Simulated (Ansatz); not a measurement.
Consider MgTe in the zinc blende structure (space group F-43m, No. 216; a = 6.4393 Å).

One thing is altered: an isotropic linear strain of +2.50 %; the atoms relax in the strained cell.

All numbers come from DFT with PBEsol, PAW potentials and a 420 eV plane-wave cutoff in Ansatz (a quantum-chemistry and plane-wave program), no spin-orbit coupling.

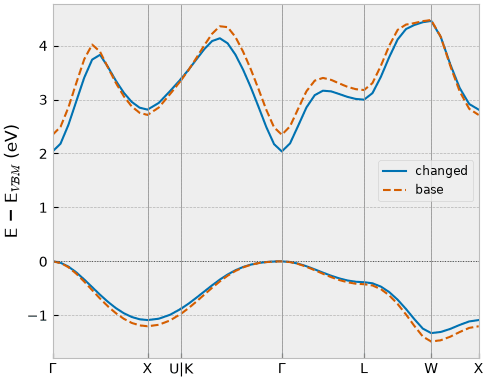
Figure: Highest valence and lowest conduction band along the path, each from its own valence-band maximum

The gap is 2.04 eV, direct at Γ; the base has 2.35 eV.

Spin-orbit coupling, missing from the scalar runs, can matter with Te. Stability against distortions was not tested.
